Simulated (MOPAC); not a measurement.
## SiH$_{4}$SO$_{3}$ (charge +1): single-point calculation

System: SiH$_{4}$SO$_{3}$, charge +1, multiplicity 2.
Method: PM6-DH+, unrestricted, dispersion DH+ (MOPAC 23.2.5).

The geometry was optimised with PM6-DH+.

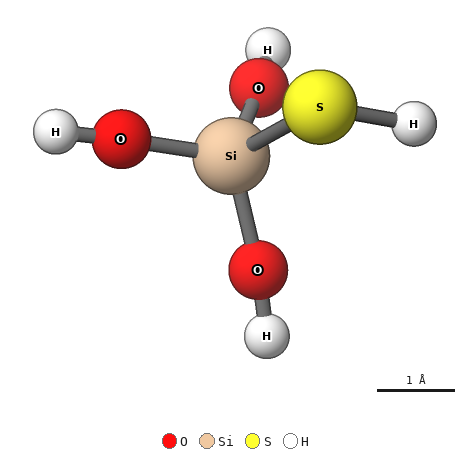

Figure 1. The structure (ball-and-stick view, seen at a tilt). Bond lengths as drawn: H–O 0.89 Å, H–S 1.36 Å, O–Si 1.55 Å and S–Si 2.08 Å.

## The input (input.mop)
```
UHF DISP DOUBLET CHARGE=1 1SCF PM6-DH+ AUX(PRECISION=6) T=10M THREADS=1
H4O3SSi

O     -1.085786 +1     0.886082 +1    -0.601227 +1
Si    -0.056495 +1    -0.138536 +1    -0.052644 +1
O      1.046242 +1    -0.444054 +1    -1.101871 +1
O     -0.697908 +1    -1.400368 +1     0.568461 +1
S      0.870008 +1     0.726015 +1     1.596545 +1
H     -1.725125 +1     1.397787 +1    -0.950099 +1
H      1.620659 +1    -0.689737 +1    -1.735908 +1
H     -1.097211 +1    -2.146749 +1     0.851145 +1
H      1.407368 +1     1.812448 +1     0.990021 +1
```

Launch command:
```bash
mopac input.mop
```

## What the program printed
```
MOPAC v23.2.5
PM6-DH+ CALCULATION RESULTS

 *  PM6-DH+    - CORRECT DISPERSION AND HYDROGEN BOND TERMS USING PM6-DH+
 *  DOUBLET    - SPIN STATE DEFINED AS A DOUBLET
 *  UHF        - UNRESTRICTED HARTREE-FOCK CALCULATION
 *
 *
 *
 *                 CHARGE ON SYSTEM = +1
 *
 *
 *
 *  1SCF       - DO 1 SCF AND THEN STOP
 *  THREADS=1  - MULTI-THREADING NOT USED
 *  AUX        - OUTPUT AUXILIARY INFORMATION
 *  DISP       - PRINT DISPERSION AND HYDROGEN BOND ENERGIES
UHF DISP DOUBLET CHARGE=1 1SCF PM6-DH+ AUX(PRECISION=6) T=10M THREADS=1
 H4O3SSi

   ATOM   CHEMICAL          X               Y               Z
  NUMBER   SYMBOL      (ANGSTROMS)     (ANGSTROMS)     (ANGSTROMS)

     1       O         -1.08578600  *   0.88608200  *  -0.60122700  *
     2      Si         -0.05649500  *  -0.13853600  *  -0.05264400  *
     3       O          1.04624200  *  -0.44405400  *  -1.10187100  *
     4       O         -0.69790800  *  -1.40036800  *   0.56846100  *
     5       S          0.87000800  *   0.72601500  *   1.59654500  *
     6       H         -1.72512500  *   1.39778700  *  -0.95009900  *
     7       H          1.62065900  *  -0.68973700  *  -1.73590800  *
     8       H         -1.09721100  *  -2.14674900  *   0.85114500  *
     9       H          1.40736800  *   1.81244800  *   0.99002100  *

          CARTESIAN COORDINATES

    NO.       ATOM           X           Y           Z

     1         O         -1.0858      0.8861     -0.6012
     2        Si         -0.0565     -0.1385     -0.0526
     3         O          1.0462     -0.4441     -1.1019
     4         O         -0.6979     -1.4004      0.5685
     5         S          0.8700      0.7260      1.5965
     6         H         -1.7251      1.3978     -0.9501
     7         H          1.6207     -0.6897     -1.7359
     8         H         -1.0972     -2.1467      0.8511
     9         H          1.4074      1.8124      0.9900

 "Third-Generation Hydrogen-Bonding Corrections for Semiempirical QM Methods and Force Fields"

           Empirical Formula: H4 O3 Si S  =     9 atoms

      MOLECULAR POINT GROUP   :   Cs

 DOUBLET STATE CALCULATION

          UHF CALCULATION, NO. OF ALPHA ELECTRONS =   16
                           NO. OF BETA  ELECTRONS =   15

          *********************************************
          *                                           *
          *                 WARNING                   *
          *                                           *
          *********************************************

          Dispersion parameters missing for Silicon

          *********************************************
          *                                           *
          *              END OF WARNING               *
          *                                           *
          *********************************************

 -------------------------------------------------------------------------------
 UHF DISP DOUBLET CHARGE=1 1SCF PM6-DH+ AUX(PRECISION=6) T=10M THREADS=1
 H4O3SSi

     1SCF WAS SPECIFIED, SO BFGS WAS NOT USED
     SCF FIELD WAS ACHIEVED

                              PM6-DH+ CALCULATION

          FINAL HEAT OF FORMATION =        -63.83123 KCAL/MOL =    -267.06985 KJ/MOL

          TOTAL ENERGY            =     -27064.95009 KCAL/MOL = ELECTRONIC ENERGY + CORE-CORE REPULSION
          ENERGY OF ATOMS         =      27001.73334 KCAL/MOL
                              SUM =        -63.21675 KCAL/MOL
          DISPERSION ENERGY       =         -0.61447 KCAL/MOL
                              SUM =        -63.83123 KCAL/MOL = FINAL HEAT OF FORMATION

          TOTAL ENERGY            =      -1173.64732 EV
          ELECTRONIC ENERGY       =      -3391.93446 EV
          CORE-CORE REPULSION     =       2218.28714 EV
          COSMO AREA              =        119.88 SQUARE ANGSTROMS
          COSMO VOLUME            =        107.37 CUBIC ANGSTROMS

          IONIZATION POTENTIAL    =         15.361282 EV
          ALPHA SOMO LUMO (EV)    =        -15.918 -5.686
          BETA  SOMO LUMO (EV)    =        -15.361 -7.996
          NO. OF ALPHA ELECTRONS  =         16
          NO. OF BETA  ELECTRONS  =         15
          MOLECULAR WEIGHT        =        112.1753         POINT GROUP:  Cs

          MOLECULAR DIMENSIONS (Angstroms)

            Atom       Atom       Distance
            H     9    H     8     4.68694
            H     7    H     6     4.02113
            S     5    H     6     2.97159

          SCF CALCULATIONS        =          1

          WALL-CLOCK TIME         =      0.016 SECONDS
          COMPUTATION TIME        =      0.017 SECONDS

   ATOM   CHEMICAL          X               Y               Z
  NUMBER   SYMBOL      (ANGSTROMS)     (ANGSTROMS)     (ANGSTROMS)

     1       O         -1.08578600  *   0.88608200  *  -0.60122700  *
     2      Si         -0.05649500  *  -0.13853600  *  -0.05264400  *
     3       O          1.04624200  *  -0.44405400  *  -1.10187100  *
     4       O         -0.69790800  *  -1.40036800  *   0.56846100  *
     5       S          0.87000800  *   0.72601500  *   1.59654500  *
     6       H         -1.72512500  *   1.39778700  *  -0.95009900  *
     7       H          1.62065900  *  -0.68973700  *  -1.73590800  *
     8       H         -1.09721100  *  -2.14674900  *   0.85114500  *
     9       H          1.40736800  *   1.81244800  *   0.99002100  *

                             CARTESIAN COORDINATES

   1    O       -1.085786000     0.886082000    -0.601227000
   2   Si       -0.056495000    -0.138536000    -0.052644000
   3    O        1.046242000    -0.444054000    -1.101871000
   4    O       -0.697908000    -1.400368000     0.568461000
   5    S        0.870008000     0.726015000     1.596545000
   6    H       -1.725125000     1.397787000    -0.950099000
   7    H        1.620659000    -0.689737000    -1.735908000
   8    H       -1.097211000    -2.146749000     0.851145000
   9    H        1.407368000     1.812448000     0.990021000

           Empirical Formula: H4 O3 Si S  =     9 atoms

      MOLECULAR POINT GROUP   :   Cs

          ALPHA EIGENVALUES
 -35.47436 -35.40984 -35.37444 -34.66200 -26.61542 -24.03736 -24.01276 -19.95475
 -19.54104 -19.51804 -19.26591 -18.57149 -18.00100 -17.10264 -16.14158 -15.91765
  -5.68645  -5.29150  -4.64289  -4.50022  -4.38140  -4.21667  -3.09302  -3.08849
  -2.44742  -2.18230  -1.98667  -1.91901  -1.19255   0.52959   0.53893   2.16923
   2.26927   2.31081

           BETA EIGENVALUES
 -35.43067 -35.33506 -34.68287 -31.37192 -26.46351 -24.02292 -23.97946 -19.80980
 -19.50128 -19.47557 -18.90273 -18.31201 -17.88033 -17.04832 -15.36128  -7.99571
  -5.90154  -5.08549  -4.52032  -4.51222  -4.28018  -4.14886  -3.09252  -2.98052
  -2.26653  -2.15627  -1.97912  -1.90343  -1.11383   0.54439   0.55048   2.17892
   2.27003   2.31893

              NET ATOMIC CHARGES AND DIPOLE CONTRIBUTIONS

  ATOM NO.   TYPE          CHARGE      No. of ELECS.   s-Pop       p-Pop       d-Pop
    1          O          -0.436594        6.4366     1.53589     4.90071
    2         Si           0.511448        3.4886     0.75040     1.18381     1.55434
    3          O          -0.436627        6.4366     1.53589     4.90073
    4          O          -0.429940        6.4299     1.53464     4.89530
    5          S           0.464266        5.5357     1.87103     3.50992     0.15479
    6          H           0.380604        0.6194     0.61940
    7          H           0.380607        0.6194     0.61939
    8          H           0.380882        0.6191     0.61912
    9          H           0.185354        0.8146     0.81465
 DIPOLE           X         Y         Z       TOTAL
 POINT-CHG.     1.750     2.035     2.042     3.372
 HYBRID        -0.312    -0.415    -0.223     0.565
 SUM            1.438     1.619     1.819     2.829

          ATOMIC ORBITAL ELECTRON POPULATIONS

     Atom    s        px        py        pz      x^2-y^2     xz        z^2       yz        xy
    1  O   1.53589   1.57819   1.61493   1.70759
    2 Si   0.75040   0.39253   0.39242   0.39886   0.30214   0.32607   0.27862   0.31744   0.33007
    3  O   1.53589   1.57804   1.75862   1.56407
    4  O   1.53464   1.69920   1.49151   1.70458
    5  S   1.87103   1.04481   1.05598   1.40912   0.02079   0.02383   0.01822   0.05145   0.04049
    6  H   0.61940
    7  H   0.61939
    8  H   0.61912
    9  H   0.81465

                    (SZ)    =    0.500000
                    (S**2)  =    0.758459

          ATOMIC ORBITAL SPIN POPULATIONS

    Atom   Total    s     px     py     pz   x^2-y^2  xz     z^2    yz     xy
         Atomic
    1  O  0.0216  0.002  0.001  0.006  0.013
    2 Si -0.0373 -0.011 -0.002 -0.002 -0.007 -0.001 -0.004 -0.004 -0.003 -0.003
    3  O  0.0216  0.002  0.009  0.001  0.009
    4  O  0.0054  0.000  0.004  0.001  0.000
    5  S  1.0174  0.030  0.677  0.293  0.042 -0.004 -0.003 -0.003 -0.009 -0.007
    6  H -0.0016 -0.002
    7  H -0.0016 -0.002
    8  H -0.0009 -0.001
    9  H -0.0246 -0.025

 *                    *
 * JOB ENDED NORMALLY *
 *                    *

 TOTAL JOB TIME:             0.02 SECONDS

 == MOPAC DONE ==
```

## Results in brief

```tsv
quantity	value
outcome	converged
total energy	−43.130743 hartree
dispersion energy	−0.000979 hartree
heat of formation	−63.83 kcal/mol
basis functions	34
⟨S²⟩	0.758
hardware	1 thread of Arm Neoverse V1, 24 GiB of memory available, shared host
peak memory	0.072 GiB
```

## Notes

MOPAC's energies along a path are heats of formation.
